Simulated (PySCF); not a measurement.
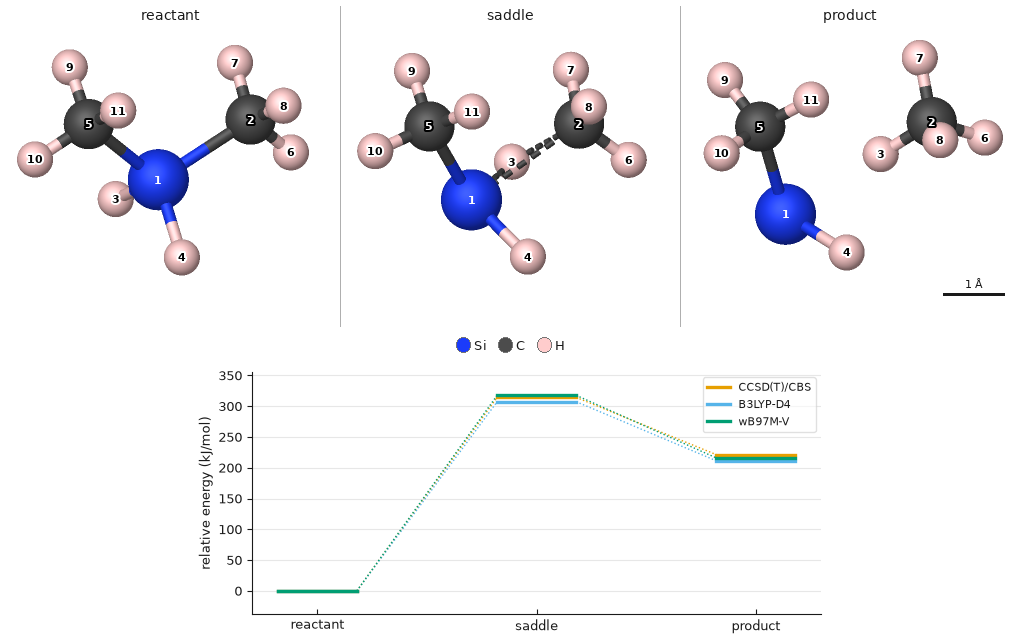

A reaction step of C$_{2}$H$_{8}$Si, with its energy diagram. Style: ball-and-stick. Shown from a free direction. Dashed sticks mark bonds that form or break.

Stationary points at PBE0-D4/def2-TZVP, single-point energies with CCSD(T)/CBS, B3LYP-D4, wB97M-V (def2-TZVPP where no basis is named; PySCF 2.14.0). The energies are electronic, without zero-point or thermal terms, and both ends are the minima reached downhill from the saddle, with any fragments still in contact. CCSD(T)/CBS stands for a frozen-core estimate: MP2 correlation extrapolated from def2-TZVPP and def2-QZVPP, CCSD(T) minus MP2 from the smaller set.

### What happens, and what does it cost?

Counted by bonded pieces, the reactant holds C₂H₈Si and the product holds CH₄ + CH₄Si. From the reactant over the saddle to the product, a bond forms: C2–H3 (2.76 → 1.50 → 1.11 Å). Bonds break: Si1–C2 (1.87 → 2.24 → 2.98 Å), Si1–H3 (1.49 → 1.52 → 2.25 Å). The saddle has one imaginary mode, 1224i cm⁻¹. With CCSD(T)/CBS the barrier is 314.5 kJ/mol from the reactant and 93.2 kJ/mol from the product, and the product lies 221.3 kJ/mol above the reactant. By Pauling bond orders of the changing bonds the saddle lies closer to the reactant, the lower end, against what Hammond's postulate suggests.

```
      level  barrier from the reactant (kJ/mol)  barrier from the product (kJ/mol)  the product less the reactant (kJ/mol)
CCSD(T)/CBS                               314.5                               93.2                                   221.3
   B3LYP-D4                               307.4                               96.2                                   211.3
    wB97M-V                               317.8                              101.9                                   215.9
```

Against CCSD(T)/CBS, wB97M-V comes closest on the barrier from the reactant (+3.4 kJ/mol) and B3LYP-D4 misses most (−7.0 kJ/mol).
